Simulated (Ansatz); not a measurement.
SnGeH$_{6}$

Input file:

```
crystal:
  lattice:
    - [-0.0338600761, 3.6695213239, 3.6522874222]
    - [3.7952552789, -0.013447355, 3.6318747011]
    - [3.8383612297, 3.6922145536, -0.0565533058]
  atoms:
    - { symbol: Sn, position: [0.5141052893, 0.4976616986, 0.4907296767] }
    - { symbol: Ge, position: [0.0044203819, 0.0036593562, -0.0046672084] }
    - { symbol: H, position: [0.7620227577, 0.2322818716, 0.2429561417] }
    - { symbol: H, position: [0.237178301, 0.7594158265, 0.7701884725] }
    - { symbol: H, position: [0.227593372, 0.7595802116, 0.24059062] }
    - { symbol: H, position: [0.759678548, 0.2316620847, 0.77249106] }
    - { symbol: H, position: [0.2429621581, 0.2261269686, 0.7657612182] }
    - { symbol: H, position: [0.7673254626, 0.7682020708, 0.2245669062] }
kpoints:
  mp_grid: { grid: [4, 4, 4] }
hamiltonian:
  xc: pbesol
scf:
  occupations: { method: fermi_dirac, width: 0.05 }
relax:
  f_tol: 0.01
  cell: {}
  max_steps: 120
output:
  write_density: true
  write_potential: true
  elf: true
  volumetric_format: npy
```

Run with:

```sh
ansatz run input.yaml --threads 4 --pin off --max-ram 4608MiB --backend cpu --events-out ev --progress --plain --runs-dir out
```

Below, planes, directions and counts refer to the standardised cell (a = 9.16 Å, b = 5.30 Å, c = 5.30 Å, α = 90.01°, β = 125.14°, γ = 90.06°).

The fields are those of the run's last geometry, not of the input's.

Space group P-1; a structure from a database of computed crystals, not necessarily the ambient phase; started from the MgZrF6-225 prototype, which need not be the ambient phase; changed on purpose from its base cell (shaken).

All numbers below come from DFT, PBEsol, plane waves, PAW in Ansatz 0.2.0.

What can the converged valence pseudo-density and electron localisation function tell about the bonding?

Answer. Ge–H (1.74 Å): ρ at the midpoint is about 0.68 e/Å³; the ELF climbs to about 1 towards the hydrogen.
Sn–H (2.00 Å): ρ at the midpoint is about 0.58 e/Å³; the ELF climbs to about 1 towards the hydrogen.

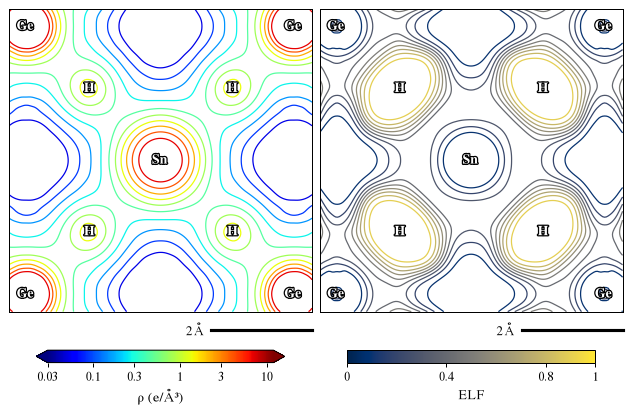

Computed valence pseudo-density and electron localisation function on the (100) plane of the standardised cell, in this order. 

Core electrons are frozen (PAW), and the valence fields are smoothed inside the atomic spheres.
